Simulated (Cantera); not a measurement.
Input: 1 mol SiH2Cl2, 0.27 mol NO, 100 mol N2, at 0.825 Torr.

Method: chemical equilibrium by Gibbs-energy minimisation in Cantera with the NASA 1993 tables (ideal gas, pure condensed phases). Candidate condensed phases: H2O, NH4Cl, Si, SiO2, Si2N2O, Si3N4; 47 gas species. The tables' values for SiCl, SiN, SiCl3 are old estimates; treat these amounts as uncertain. Equilibrium is a limit: real reactors are often held back by kinetics, nucleation or transport.

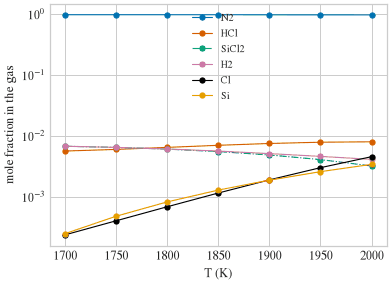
Equilibrium gas composition (values under 1e-9 drawn at 1e-9)

From 1700 K to 2000 K nothing is condensed. The main Si-bearing gas is SiCl2 at 1700 K and Si at 2000 K.
